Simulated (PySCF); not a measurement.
```xyz
2

Na    0.0000    0.0000   -2.4699
Ge    0.0000    0.0000    0.7681
```

Theory: PySCF 2.14.0, PBE0/def2-SVPD, non-relativistic Hamiltonian with scalar-relativistic core potentials where named, at a bond length of 3.238 Å.

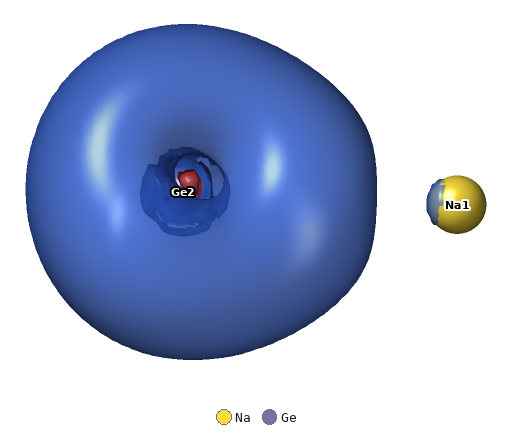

NaGe (charge +1, triplet). Isosurfaces of the spin density (α minus β) at +0.02 (blue) and −0.02 e/Å³ (red), seen from one side.

Describe the spin distribution.

Answer. The unpaired spin (2 electrons) lies mostly on Ge2 (about 1.8) and Na1 (about 0.2), in electrons by Hirshfeld's partition.
